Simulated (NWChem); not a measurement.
# One shape, several levels: doublet [SF2]+

Wanted: a comparison of 6 runs (UHF/STO-3G, UHF/def2-TZVP, UB3LYP/def2-TZVP, UM06-2X/def2-TZVP, USVWN5/def2-TZVP, UMP2/def2-TZVP) of doublet [SF2]+. 

The calculation is run with NWChem 7.3.0.

11 further runs of the same task are left out: 11 set aside as unsound or not needed.

## (1) The system as given

The species is [SF2]+ (3 atoms), meant as a doublet with charge +1. As SMILES of the parent species, `FSF`. The coordinates come from a PBE0-D4/def2-TZVP relaxation. That shape belongs to the parent species and isn't relaxed for this state.

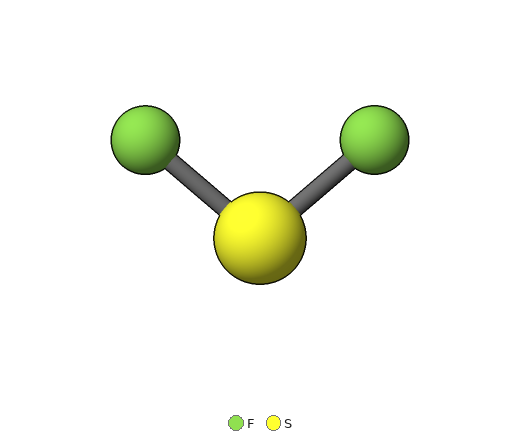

The structure, seen from a chosen angle (fluorine green, sulfur yellow).

## (2) A single-point energy at UHF/STO-3G (run 1)

The input, job.nw:

```
START job
TITLE "F2S"
memory stack 880 mb heap 220 mb global 1100 mb
charge 1
GEOMETRY units angstroms noautosym nocenter noautoz
  F     0.440140    1.116450    0.365400
  S    -0.601990    0.126530   -0.315250
  F     0.161840   -1.242970   -0.050150
END
BASIS spherical bse
  F library STO-3G
  S library STO-3G
END
SCF
  doublet
  uhf
  thresh 1e-08
  maxiter 80
END
TASK scf
```

Command:

```
nwchem job.nw > job.out
```

Output:

```text
[...]
  functions       =    19
[...]
  wavefunction    = UHF
[...]
         Total SCF energy =   -588.912717736945
      One electron energy =  -1034.910834903921
      Two electron energy =    332.396967890825
 Nuclear repulsion energy =    113.601149276152
                       Sz =      0.5000
                 Sz(Sz+1) =      0.7500
                      S^2 =      0.7668
[...]
```

Wall time 1.6 s (1 thread of AMD EPYC 7R43 (Zen 3), shared host); peak memory 0.092 GiB.

## (3) A single-point energy at UHF/def2-TZVP (run 2)

The input, run.py:

```python
from ase import Atoms
from ase.calculators.nwchem import NWChem

atoms = Atoms(['F', 'S', 'F'], positions=[
    [0.440140, 1.116450, 0.365400],
    [-0.601990, 0.126530, -0.315250],
    [0.161840, -1.242970, -0.050150],
])

calc = NWChem(
    label='work',
    theory='scf',
    memory='2200 mb',
    basis='def2-TZVP',
    basispar='spherical bse',
    charge=1,
    scf={'nopen': '1', 'uhf': None, 'thresh': '1e-08', 'maxiter': '80'},
    task='energy',
)
atoms.calc = calc

print(f"energy = {atoms.get_potential_energy():.6f} eV")
```

Command:

```
export ASE_NWCHEM_COMMAND="nwchem PREFIX.nwi > PREFIX.nwo"
python run.py
```

Output:

```text
energy = -16220.631507 eV
```

The calculator wrote work.nwi:

```
title "work"

permanent_dir work

scratch_dir work

start work

geometry units angstrom nocenter noautosym noautoz
  F  4.4013999999999998e-01 1.1164499999999999e+00 3.6540000000000000e-01
  S  -6.0199000000000003e-01 1.2653000000000000e-01 -3.1524999999999997e-01
  F  1.6184000000000001e-01 -1.2429699999999999e+00 -5.0150000000000000e-02
end

charge 1

memory 2200 mb

basis spherical bse noprint
   * library def2-TZVP
end

scf
  nopen 1
  uhf
  thresh 1e-08
  maxiter 80
end

task scf energy
```

work.nwo:

```text
Northwest Computational Chemistry Package (NWChem) 7.3.0
             --------------------------------------------------------

           Job information
           ---------------

    nwchem branch   = 7.3.0
    use scalapack   = T
    input           = work.nwi
    prefix          = work.
    data base       = work/work.db
    status          = startup
    nproc           =        1

           Memory information
           ------------------

    heap     =     72089600 doubles =      550.0 Mbytes
    stack    =     72089597 doubles =      550.0 Mbytes
    global   =    144179200 doubles =     1100.0 Mbytes (distinct from heap & stack)
    total    =    288358397 doubles =     2200.0 Mbytes
    verify   = yes
    hardfail = no

[... 34 lines left out ...]
            Nuclear Dipole moment (a.u.)
[... 71 lines left out ...]
 1-e energy   =   -1023.376441
[... 7 lines left out ...]
         Quadratically convergent UHF
[... 15 lines left out ...]
       Final UHF  results
[... 3 lines left out ...]
      One electron energy =  -1042.022422892449
[... 1 line left out ...]
 Nuclear repulsion energy =    113.601149276151
[... 39 lines left out ...]
          Final beta eigenvalues
[... 224 lines left out ...]
                     UHF Final Beta Molecular Orbital Analysis
[... 230 lines left out ...]
    Atom       Charge   Shell Charges
 -----------   ------   -------------------------------------------------------
    1 F    9     0.05   0.00 -0.00  0.00  0.00 -0.00  0.05  0.02 -0.02  0.00 -0.00 -0.00
    2 S   16     0.90   0.00  0.00 -0.00  0.04 -0.01  0.03 -0.03  0.20  0.54  0.11  0.01  0.01 -0.00
    3 F    9     0.05   0.00 -0.00  0.00  0.00 -0.00  0.05  0.02 -0.02  0.00 -0.00 -0.00

       Multipole analysis of the density wrt the origin
       ------------------------------------------------

     L   x y z        total         alpha         beta         nuclear
     -   - - -        -----         -----         ----         -------
     0   0 0 0      1.000000    -17.000000    -16.000000     34.000000

     1   1 0 0     -1.289747      3.805778      2.867818     -7.963343
[... 8 lines of this table left out ...]
     2   0 0 2    -13.268037    -12.787148    -10.531331     10.050441

 Task  times  cpu:       30.6s     wall:       30.6s
 Total times  cpu:       30.7s     wall:       30.7s
```

It took 32 s on 1 thread of AMD EPYC 7R43 (Zen 3), shared host; peak memory 0.1 GiB.

Runs 3 to 4 aren't shown in full; the table further down has their settings and results.

## (4) A single-point energy at USVWN5/def2-TZVP (run 5)

The input, f2s.xyz:

```xyz
3
sulfur difluoride
F      0.440140     1.116450     0.365400
S     -0.601990     0.126530    -0.315250
F      0.161840    -1.242970    -0.050150
```

The input, run.py:

```python
from ase.io import read
from ase.calculators.nwchem import NWChem

mol = read('f2s.xyz')

calc = NWChem(
    label='f2s',
    theory='dft',
    memory='2200 mb',
    basis='def2-TZVP',
    basispar='spherical bse',
    charge=1,
    dft={'xc': 'slater vwn_5', 'mult': '2', 'grid': 'fine', 'convergence': 'energy 1e-08', 'iterations': '100', 'mulliken': None},
    task='energy',
)
mol.calc = calc

print(f"energy = {mol.get_potential_energy():.6f} eV")
```

Command:

```
export ASE_NWCHEM_COMMAND="nwchem PREFIX.nwi > PREFIX.nwo"
python run.py
```

Output:

```text
energy = -16189.371274 eV
```

The calculator wrote f2s.nwi:

```
title "f2s"

permanent_dir f2s

scratch_dir f2s

start f2s

geometry units angstrom nocenter noautosym noautoz
  F  4.4013999999999998e-01 1.1164499999999999e+00 3.6540000000000000e-01
  S  -6.0199000000000003e-01 1.2653000000000000e-01 -3.1524999999999997e-01
  F  1.6184000000000001e-01 -1.2429699999999999e+00 -5.0150000000000000e-02
end

charge 1

memory 2200 mb

basis spherical bse noprint
   * library def2-TZVP
end

dft
  xc slater vwn_5
  mult 2
  grid fine
  convergence energy 1e-08
  iterations 100
  mulliken
end

task dft energy
```

f2s.nwo:

```text
Northwest Computational Chemistry Package (NWChem) 7.3.0
             --------------------------------------------------------

           Job information
           ---------------

    nwchem branch   = 7.3.0
    use scalapack   = T
    input           = f2s.nwi
    prefix          = f2s.
    data base       = f2s/f2s.db
    status          = startup
    nproc           =        1

           Memory information
           ------------------

    heap     =     72089600 doubles =      550.0 Mbytes
    stack    =     72089597 doubles =      550.0 Mbytes
    global   =    144179200 doubles =     1100.0 Mbytes (distinct from heap & stack)
    total    =    288358397 doubles =     2200.0 Mbytes
    verify   = yes
    hardfail = no

[... 85 lines left out ...]
  convergence criterion.
[... 17 lines left out ...]
          Convergence on gradient requested:  5.00D-04
[... 21 lines left out ...]
          Convergence aids based upon iterative change in
[... 30 lines left out ...]
 1-e energy   =   -1023.376441
[... 49 lines left out ...]
         Total DFT energy =     -594.948425600311
[... 2 lines left out ...]
    Exchange-Corr. energy =      -43.501270055456
[... 712 lines left out ...]
                     DFT Final Beta Molecular Orbital Analysis
[... 793 lines left out ...]
 center of mass
 --------------
 x =  -0.21093889 y =   0.04434050 z =  -0.11046175

 moments of inertia (a.u.)
 ------------------
         210.796111481230         -11.648443893078         -30.397971607364
         -11.648443893078          72.904854226575         -27.694758029748
         -30.397971607364         -27.694758029748         244.256512094193

     Multipole analysis of the density
     ---------------------------------

     L   x y z        total         alpha         beta         nuclear
     -   - - -        -----         -----         ----         -------
     0   0 0 0      1.000000    -17.000000    -16.000000     34.000000

     1   1 0 0     -1.022173      3.888194      3.052976     -7.963343
[... 8 lines of this table left out ...]
     2   0 0 2    -13.536743    -12.851930    -10.735255     10.050441

 Task  times  cpu:       13.6s     wall:       13.6s
 Total times  cpu:       13.6s     wall:       13.6s
```

It took 15 s on 1 thread of AMD EPYC 7R43 (Zen 3), shared host; peak memory 0.12 GiB.

## (5) The energy at UMP2/def2-TZVP (run 6)

Changes to f2s.xyz since step 4:

```diff
@@ -1,3 +1,3 @@
 3
-sulfur difluoride
+
 F      0.440140     1.116450     0.365400
```

The input, run.py:

```python
from ase.io import read
from ase.calculators.nwchem import NWChem

system = read('f2s.xyz')

calc = NWChem(
    label='f2s',
    theory='mp2',
    memory='2200 mb',
    basis='def2-TZVP',
    basispar='spherical bse',
    charge=1,
    scf={'nopen': '1', 'uhf': None, 'thresh': '1e-08', 'maxiter': '80'},
    mp2={'freeze': 'core 7', 'tight': None},
    task='energy',
)
system.calc = calc

e = system.get_potential_energy()
print(f"E = {e:.6f} eV")
```

Command:

```
export ASE_NWCHEM_COMMAND="nwchem PREFIX.nwi > PREFIX.nwo"
python run.py
```

Output:

```text
E = -16238.284154 eV
```

The calculator wrote f2s.nwi:

```
title "f2s"

permanent_dir f2s

scratch_dir f2s

start f2s

geometry units angstrom nocenter noautosym noautoz
  F  4.4013999999999998e-01 1.1164499999999999e+00 3.6540000000000000e-01
  S  -6.0199000000000003e-01 1.2653000000000000e-01 -3.1524999999999997e-01
  F  1.6184000000000001e-01 -1.2429699999999999e+00 -5.0150000000000000e-02
end

charge 1

memory 2200 mb

basis spherical bse noprint
   * library def2-TZVP
end

scf
  nopen 1
  uhf
  thresh 1e-08
  maxiter 80
end
mp2
  freeze core 7
  tight
end

task mp2 energy
```

f2s.nwo:

```text
Northwest Computational Chemistry Package (NWChem) 7.3.0
             --------------------------------------------------------

           Job information
           ---------------

    nwchem branch   = 7.3.0
    use scalapack   = T
    input           = f2s.nwi
    prefix          = f2s.
    data base       = f2s/f2s.db
    status          = startup
    nproc           =        1

           Memory information
           ------------------

    heap     =     72089600 doubles =      550.0 Mbytes
    stack    =     72089597 doubles =      550.0 Mbytes
    global   =    144179200 doubles =     1100.0 Mbytes (distinct from heap & stack)
    total    =    288358397 doubles =     2200.0 Mbytes
    verify   = yes
    hardfail = no

[... 34 lines left out ...]
            Nuclear Dipole moment (a.u.)
[... 71 lines left out ...]
 1-e energy   =   -1023.376441
[... 7 lines left out ...]
         Quadratically convergent UHF
[... 15 lines left out ...]
       Final UHF  results
[... 3 lines left out ...]
      One electron energy =  -1042.022422892449
[... 1 line left out ...]
 Nuclear repulsion energy =    113.601149276151
[... 39 lines left out ...]
          Final beta eigenvalues
[... 224 lines left out ...]
                     UHF Final Beta Molecular Orbital Analysis
[... 293 lines left out ...]
          -------------------------------------------
          SCF energy                -596.097217981350
          Correlation energy          -0.648722840962
          Singlet pairs                0.000000000000
          Triplet pairs                0.000000000000
          Total MP2 energy          -596.745940822312
          -------------------------------------------

          ---------------------------------------------------
                    Spin Component Scaled (SCS) MP2
          Same spin pairs                     -0.169967984472
          Same spin scaling factor             0.333333333333
          Opposite spin pairs                 -0.478754856491
          Opposite spin scaling fact.          1.200000000000
          SCS-MP2 correlation energy          -0.631161822613
          Total SCS-MP2 energy              -596.728379803962
          ---------------------------------------------------

 -----------------------
 Task  times  cpu:       32.8s     wall:       32.8s
 Total times  cpu:       32.8s     wall:       32.8s
```

Run time: 35 s. Hardware: 1 thread of AMD EPYC 7R43 (Zen 3), shared host; peak memory 0.25 GiB.

## (6) The series

```
run              level  iteration cap  module  energy (Eh)  HOMO energy (eV)  LUMO energy (eV)   ⟨S²⟩  wall time
  1         UHF/STO-3G             80     scf  -588.912718            -19.90             -6.56  0.767      1.6 s
  2      UHF/def2-TZVP             80     scf  -596.097218            -22.08             -8.49  0.774       32 s
  3   UB3LYP/def2-TZVP            100     dft  -597.573162            -17.05            -13.39  0.755       16 s
  4  UM06-2X/def2-TZVP            100     dft  -597.459484            -18.78            -12.19  0.754       20 s
  5   USVWN5/def2-TZVP            100     dft  -594.948426            -15.56            -14.40  0.751       15 s
  6     UMP2/def2-TZVP             80     mp2  -596.745941            -22.08             -8.49  0.774       35 s
```

## (7) Results

| quantity | value |
| --- | --- |
| run 6: total energy | -596.74594 Eh |
| run 6: HOMO energy (Hartree–Fock orbitals) (highest over α and β) | -22.08 eV |
| run 6: LUMO energy (Hartree–Fock orbitals) (lowest over α and β) | -8.49 eV |
| run 6: correlation energy (7 core orbitals frozen) | -648.7 mEh |
| run 6: ⟨S²⟩ of the reference determinant | 0.774 |

Totals of different functionals can't be ranked against each other. In run 1 the basis is minimal, so the values are rough. All runs together took 2 min, the longest 35 s.
